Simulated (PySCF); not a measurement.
## EPR calculation of C2H5Cl2Si2

- system: C2H5Cl2Si2, multiplicity 2
- method: UKS B3LYP, pcH-1 on C Cl H Si, non-relativistic, mean-field spin-orbit, GIAO (PySCF 2.14.0)

It belongs to a series of runs on one base structure; here: H removed from Si.

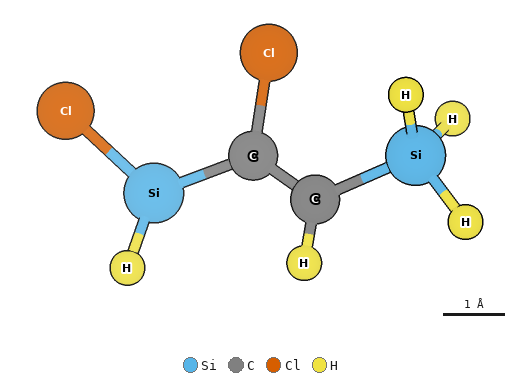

*The structure (ball-and-stick view, seen at a tilt).*

Bond lengths as drawn: Cl–Si 2.01 Å, C–C 1.34 Å, C–Cl 1.75 Å, C–H 1.08 Å, C–Si 1.85 to 1.88 Å and H–Si 1.45 to 1.47 Å.

Input file
```
{"job": {"kind": "epr", "basis": "pcH-1"}, "charge": 0, "multiplicity": 2}
Si    -2.114099     0.124757    -0.113306
C     -0.319352    -0.198054    -0.553416
C      0.697188    -0.048757     0.311286
Cl     0.309695     0.411251     1.951884
Si     2.486457    -0.432749     0.022051
Cl     3.791972     0.370249     1.319049
H     -2.898045    -0.119692    -1.325924
H     -2.538344    -0.778452     0.959379
H     -2.279512     1.514911     0.318298
H     -0.054716    -0.498491    -1.556853
H      2.924182    -0.342304    -1.358411
```

The first line tells a small driver script what to run in PySCF; the rest is the geometry in Å.

Machine: 1 CPU thread, shared host.

Launch command:
```bash
OMP_NUM_THREADS=1 python <driver script> task.json out
```

Output
```
UKS, coarse grid
  cycle   1  E = -1578.55513890  |g| = 3.59e-01
  cycle   2  E = -1578.47271977  |g| = 4.94e-01
  cycle   3  E = -1578.60688608  |g| = 1.11e-01
  cycle   4  E = -1578.61249211  |g| = 5.47e-02
  cycle   5  E = -1578.61402765  |g| = 1.01e-02
  cycle   6  E = -1578.61409327  |g| = 6.28e-03
  cycle   7  E = -1578.61411796  |g| = 2.34e-03
  cycle   8  E = -1578.61412468  |g| = 9.02e-04
UKS, final grid
  cycle   1  E = -1578.61411449  |g| = 1.09e-03
  cycle   2  E = -1578.61411391  |g| = 1.74e-03
  cycle   3  E = -1578.61411552  |g| = 2.77e-04
  cycle   4  E = -1578.61411562  |g| = 1.85e-04
  cycle   5  E = -1578.61411572  |g| = 1.34e-04
  cycle   6  E = -1578.61411574  |g| = 2.63e-05
  cycle   7  E = -1578.61411574  |g| = 6.37e-06
E = -1578.61411574 Eh   <S^2> = 0.7588 (exact 0.7500)
g shifts (ppm)      1          2          3
  rmc          -157       -157       -157
  gc             10         60         53
  oz_so        -299        707       5834
  total        -446        610       5729
hyperfine (MHz)  atom isotope    a_iso     a_fc   dipolar eigenvalues
    0  29Si       9.32       9.34     -0.45     -0.25      0.70
    1   13C      18.80      18.86    -17.23    -16.23     33.45
    2   13C      17.09      17.15    -16.51      4.43     12.08
    3  35Cl      -0.86      -0.88     -4.09      1.05      3.03
    4  29Si    -482.57    -483.40   -157.99     78.53     79.45
    5  35Cl      19.69      19.52    -19.05    -17.42     36.47
    6    1H      -0.14      -0.15     -1.00     -0.85      1.85
    7    1H      16.70      16.70     -1.10     -0.49      1.59
    8    1H      12.77      12.77     -0.94     -0.65      1.59
    9    1H     -11.13     -11.12     -4.97     -1.59      6.56
   10    1H      48.65      48.61     -8.70      0.71      7.99
```

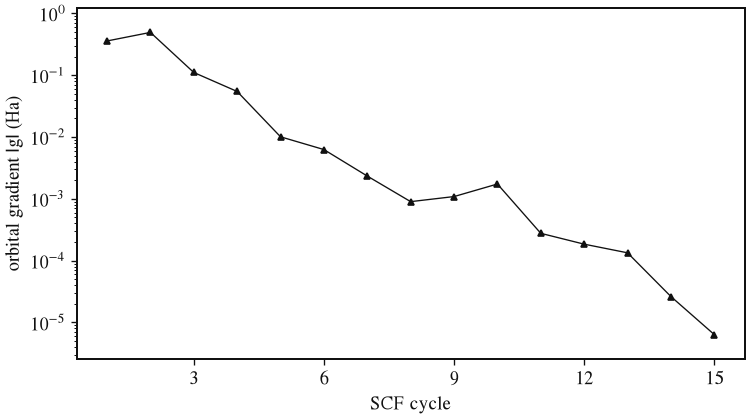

*Convergence of the self-consistent field: orbital gradient |g| against the SCF cycle.*

All cycles printed in the log are drawn one after another.

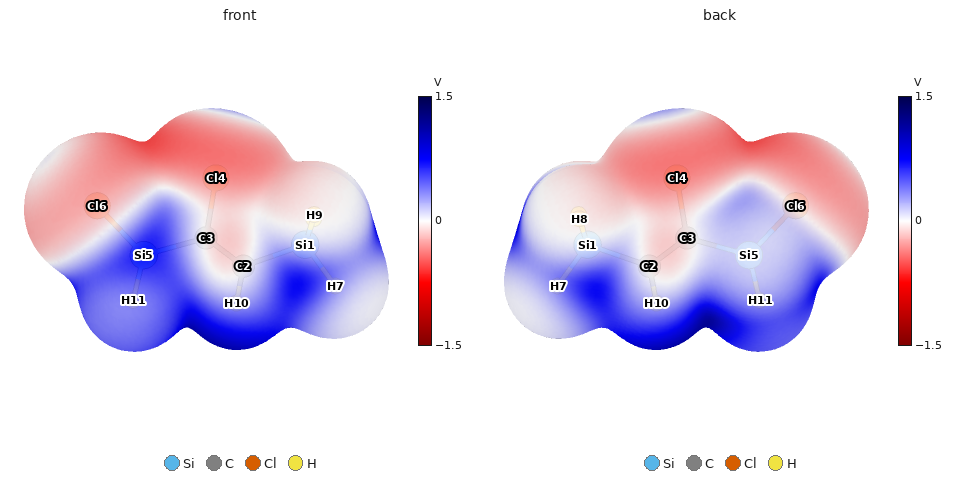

*The molecular electrostatic potential painted on the density surface at 0.001 e/bohr³, seen face on and from behind; the colour scale runs from red (negative) to blue (positive).*

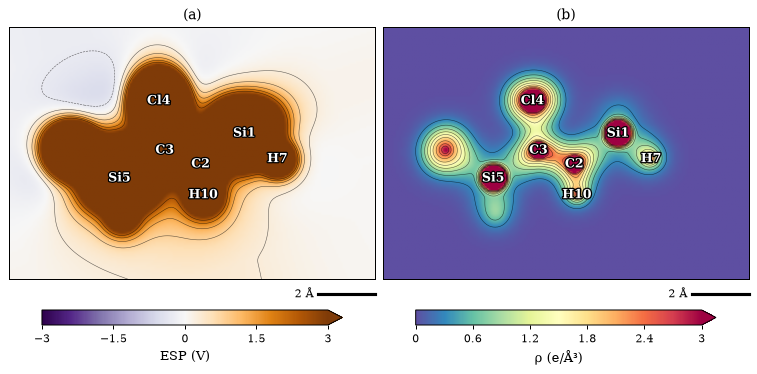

*(a) electrostatic potential; (b) total electron density on the plane of atoms Si1, C2 and C3.*

The section cuts through Si, C, Cl and H sites. C–C (1.34 Å): ρ at the midpoint is about 2.3 e/Å³. C–Cl (1.75 Å): ρ at the midpoint is about 1.4 e/Å³. C–Si (1.85 Å): ρ is about 0.97 e/Å³ halfway. Si–H (1.46 Å): ρ is about 0.82 e/Å³ halfway.

Results in brief

```tsv
quantity	value
outcome	converged
total energy	−1578.614116 hartree
⟨S²⟩	0.759
isotropic g	2.0043
wall time	80 s
peak memory	0.81 GiB
```
